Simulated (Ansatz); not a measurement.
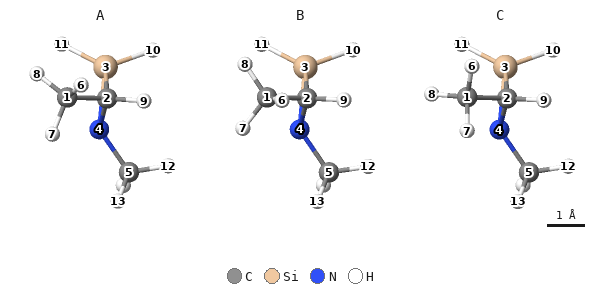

3 geometries from a converged minimum-energy path of C3H9NSi, shuffled. Style: ball-and-stick. Shown from a free direction.

Theory: RKS PBE0-D4/6-31G in Ansatz. Settings: 9 movable images; climbing image; force threshold 0.05 eV/Å; iteration limit 37; starting path by image-dependent pair potential.

Which frame is the transition state?

B. In order along the path, whose images run from 0 to 10: B (image 5, +2.46 kcal/mol), A (image 7, +1.59 kcal/mol), C (image 10, 0.00 kcal/mol). The motion is a rotation about the C–C bond by about 120°. No bond forms or breaks between the ends. Bond angles that change up to the highest image, for instance: C–C–H 111.0° → 113.0°.
